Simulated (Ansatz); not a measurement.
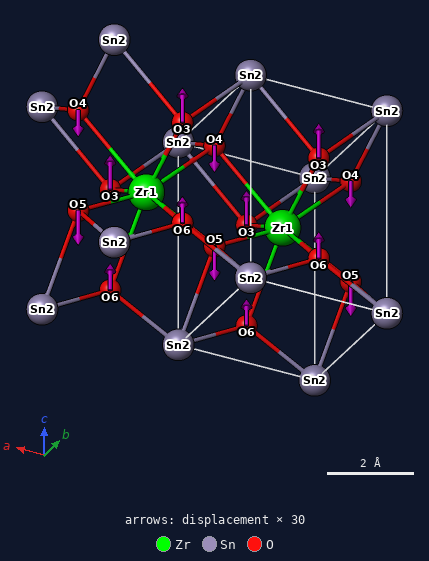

This is a relaxation of a crystal of ZrSnO$_{4}$ (built on the tetragonal host type). The starting structure is drawn; purple arrows show the displacements (the part carried along by the change of the cell is left out), magnified 30 times.

The picture is a ball-and-stick view of the cell of the calculation, repeated 2 × 1 × 1 with one cell outlined, seen from a free direction.

These are results of Ansatz, DFT, PBEsol, plane waves, PAW, not measurements. Settings: plane-wave cutoff 420 eV; k-point mesh 6 × 6 × 4; occupations fermi dirac; smearing width 0.02 eV; no spin polarisation; cell and atoms relaxed; force threshold 0.005 eV/Å.

Question: What happened in the run?

Answer: After 5 accepted moves (8 points after the start) the energy has fallen by 9.4 meV per atom. Largest force component: 0.054 eV/Å at the start, 0.00038 eV/Å at the end. The pressure goes from −6.45 to −0.01 GPa. The line search rejected the trial step at point 4 of the run. The SCF was repeated twice at an unchanged geometry on a basis and grid sized afresh for the cell, which shifted the energy by 1.9 meV per atom at most. The largest moves relative to the cell, 0.032 Å, are those of O3 and O5. O5 goes along −c. Zr and Sn stay in place. The drawn cell changes as follows: a = b 3.609 → 3.573 Å (−1.0 %), c 5.443 → 5.334 Å (−2.0 %); the volume changes by −4.0 %. Among the contacts that change: Sn2–O3 2.514 → 2.454 Å, Zr1–O4 2.498 → 2.444 Å, Sn2–O4 2.060 → 2.047 Å, Zr1–O3 2.050 → 2.040 Å. The space group stays P-4m2 (No. 115).
